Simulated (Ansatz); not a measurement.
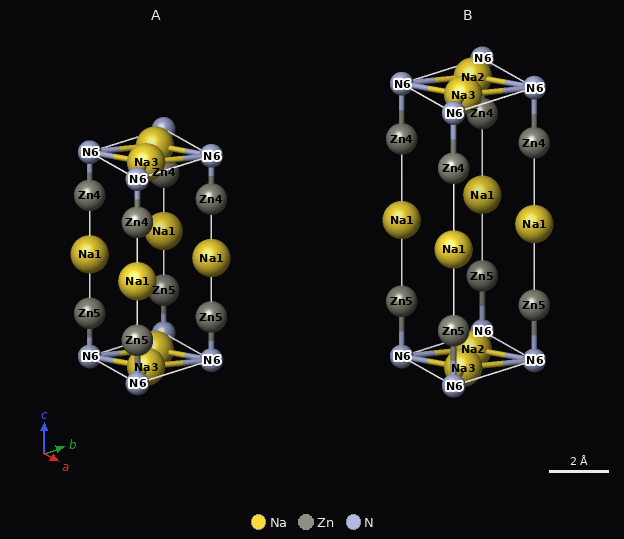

Two geometries of solid Na3Zn2N (a generated structure, set up in P6/mmm) (coarse preliminary run), drawn at one scale. One is the start of a relaxation, the other its converged end. A ball-and-stick model of the cell of the calculation, seen slightly off an axis.

Theory: Ansatz 0.2.0, DFT PBE, scalar-relativistic, plane waves, PAW. Set-up: plane-wave cutoff 420 eV; k-point mesh 6 × 6 × 4; occupations gaussian; smearing width 0.1 eV; no spin polarisation; cell and atoms relaxed; force threshold 0.04 eV/Å; at most 70 steps.

Which one is relaxed?

Structure B is the relaxed one. Over 9 accepted moves (11 points after the start) the energy falls by 7.663 eV per cell of the calculation. Largest force component: 11 eV/Å at the start, 0.019 eV/Å at the end. The pressure goes from 39.39 to 0.22 GPa. The SCF was repeated twice at an unchanged geometry on a basis and grid sized afresh for the cell, which shifted the energy by 0.348 eV per cell of the calculation at most. The largest moves relative to the cell, 0.085 Å, are those of Zn4 and Zn5. Zn5 goes along −c. Na and N stay in place. The drawn cell changes as follows: a = b 4.170 → 4.544 Å (+9.0 %), c 7.152 → 9.551 Å (+33.5 %); the volume changes by +58.6 %. Some distances before and after: Na1–Zn4 2.065 → 2.843 Å, Zn4–N6 1.511 → 1.933 Å, Na2–Zn4 2.842 → 3.258 Å, Na2–Na3 2.407 → 2.623 Å. The space group stays P6/mmm (No. 191).
